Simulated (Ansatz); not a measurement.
A series of calculations on BH2OCl3

**1. Relaxation**

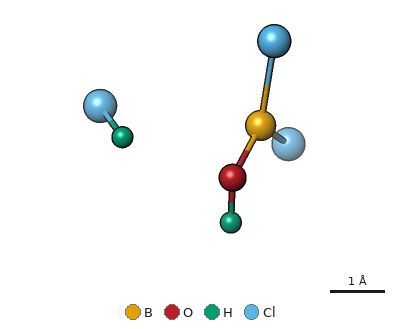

Starting structure of BH2OCl3. The picture is a ball-and-stick view, seen at a tilt.

The run prepares an end point of a later path (reaction) calculation, from a guessed geometry.

Level of theory: RHF/cc-pVDZ (Ansatz 0.2.0).

The input:
```yaml
crystal:
  periodic: [false, false, false]
  atoms:
    - { symbol: B, position_ang: [-0.065647, -0.2574, 0.048878] }
    - { symbol: O, position_ang: [-0.062987, -0.385401, 1.412853] }
    - { symbol: H, position_ang: [-0.935186, -0.396152, 1.784491] }
    - { symbol: Cl, position_ang: [1.469505, -0.362665, -0.797283] }
    - { symbol: Cl, position_ang: [-1.583115, -0.115932, -0.846025] }
    - { symbol: Cl, position_ang: [0.314668, 2.652161, 0.968678] }
    - { symbol: H, position_ang: [0.665662, 1.672587, 1.782908] }
basis:
  gaussian: { orbitals: cc-pVDZ }
hamiltonian:
  xc: hf
relax:
  f_tol: 0.03
  max_steps: 50
```

Run as
```bash
ansatz run input.yaml --threads 1 --pin off --max-ram 2048MiB --backend cpu --events-out ev --progress --plain --runs-dir out
```

Question: Where does the relaxation end?

Answer: After 24 accepted moves (31 points after the start) the energy has fallen by 26.5 kJ/mol. Largest force component: 1.2 eV/Å at the start, 0.023 eV/Å at the end. The line search rejected the trial steps at points 6, 9, 13, 16, 20, 23, 30 of the run. The forces were under the threshold at step 24, but the run went on from there. The atom that moves furthest after the best rigid fit is Cl5 (1.72 Å). By element the largest moves are Cl 1.72 Å, O 0.93 Å, H 0.71 Å, B 0.39 Å. Some distances before and after: Cl6–H7 1.321 → 1.281 Å, B1–O2 1.370 → 1.338 Å.

The structure at the end:

```xyz
7

B    -0.2327   -0.5227   -0.1855
O    -0.4388    0.2739    0.8701
H    -1.2318    0.0869    1.3555
Cl    1.2073   -0.2718   -1.1595
Cl   -1.3802   -1.8074   -0.5941
Cl    1.1370    3.0274    2.3775
H     0.7420    2.0208    1.6906
```

The end point in the same view:

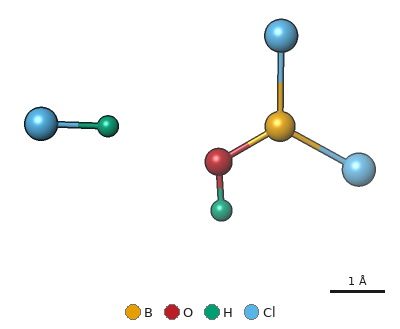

Limits of the set-up: the start holds two separate molecules, 2.2 Å apart at their closest, whose relative position is a soft coordinate and is computed without a dispersion correction; Hartree-Fock leaves out electron correlation.

**2. Relaxation**

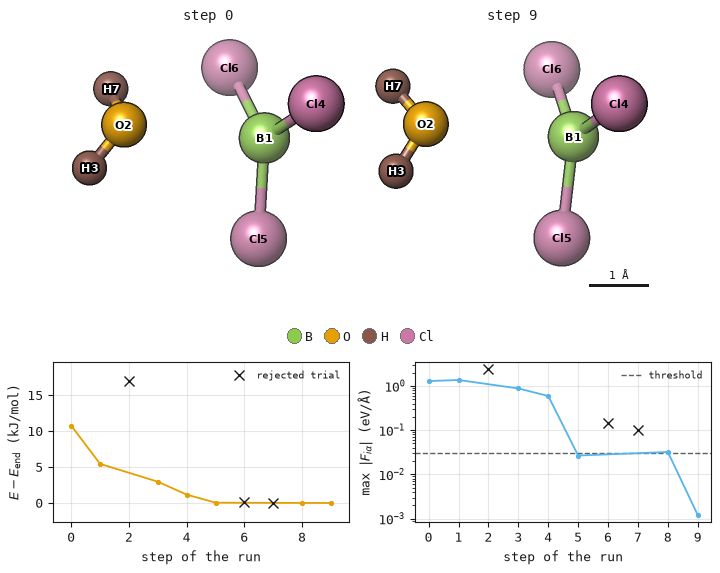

First and last geometry of a relaxation of BH$_{2}$OCl$_{3}$, with the history of the run. A ball-and-stick model, seen at a tilt.

The run prepares an end point of a later path (reaction) calculation, from a guessed geometry.

The calculation used RHF/cc-pVDZ (Ansatz 0.2.0). Settings: no spin polarisation; force threshold 0.03 eV/Å; at most 50 steps.

Q: Did the run converge, and what did it change?

A: It converged. The largest move after the best rigid fit is that of H7, 0.44 Å. Largest moves by element: H 0.44 Å, Cl 0.33 Å, B 0.12 Å, O 0.08 Å. Among the contacts that change: B1–Cl6 1.825 → 1.760 Å, O2–H7 0.970 → 0.947 Å, B1–Cl5 1.752 → 1.760 Å, B1–Cl4 1.745 → 1.752 Å. After 6 accepted moves (9 points after the start) the energy has fallen by 10.8 kJ/mol. Largest force component: 1.3 eV/Å at the start, 0.0012 eV/Å at the end. The line search rejected the trial steps at points 2, 6, 7 of the run. The forces were under the threshold at step 5, but the run went on from there.

Limits of the set-up: the start holds two separate molecules, 2.6 Å apart at their closest, whose relative position is a soft coordinate and is computed without a dispersion correction; Hartree-Fock leaves out electron correlation.

**3. Path**

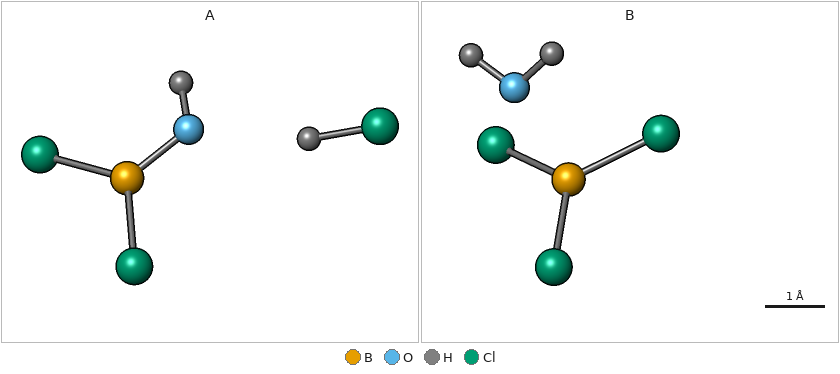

The two relaxed end points of a path for BH2OCl3, made up at the start of BHOCl2 and HCl. A ball-and-stick model, seen from a free direction.

Theory: Ansatz 0.2.0, RHF/cc-pVDZ.

Settings: 7 movable images; climbing image; force threshold 0.05 eV/Å; iteration limit 42.

Start:
```xyz
7

B    -0.2083   -0.5457   -0.1645
O    -0.4552    0.2917    0.8501
H    -1.2788    0.1392    1.2948
Cl    1.2906   -0.3606   -1.0613
Cl   -1.3609   -1.8184   -0.5952
Cl    1.0973    3.0611    2.3525
H     0.7182    2.0400    1.6782
```

End:
```xyz
7

B     0.2937    0.4615   -0.5890
O    -0.2132    0.1614    2.0693
H    -1.0679   -0.1842    2.2865
Cl    1.6929   -0.5925   -0.5608
Cl   -1.2843   -0.1835   -1.0271
Cl    0.5007    2.2015   -0.4202
H    -0.1189    0.9431    2.5958
```

Question: What barrier does the band find between them, and by what path?

Answer: Forward barrier 1.84 eV, backward barrier 1.10 eV, with image 5 at the top; the reaction energy is +0.74 eV. Breaking: B1–O2 (1.34 → 1.48 at the top → 2.72 Å), Cl6–H7 (1.28 → 1.68 at the top → 3.33 Å). Forming: B1–Cl6 (4.59 → 2.48 at the top → 1.76 Å), O2–H7 (2.26 → 1.10 at the top → 0.95 Å). The band is converged. At the top, the vibrational analysis gives one imaginary mode (944i cm⁻¹), as a transition state must have.

Energies of the converged images:

```
image  path (Å)  E (eV)
    0      0.00   0.000
    1      0.79   0.009
    2      1.58   0.031
    3      2.36   0.072
    4      3.15   0.320
    5      3.94   1.840
    6      4.71   0.776
    7      5.49   0.765
    8      6.26   0.736
```

The geometry at the top of the path:

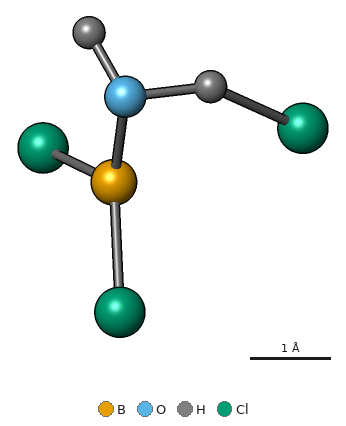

Limits of the set-up: the start holds two separate molecules, 2.3 Å apart at their closest, whose relative position is a soft coordinate and is computed without a dispersion correction; Hartree-Fock leaves out electron correlation.

Cost: 6.7 min on 1 thread of Intel(R) Xeon(R) Platinum 8259CL CPU @ 2.50GHz (Skylake/Cascade Lake) (shared host), peak memory 0.22 GiB.
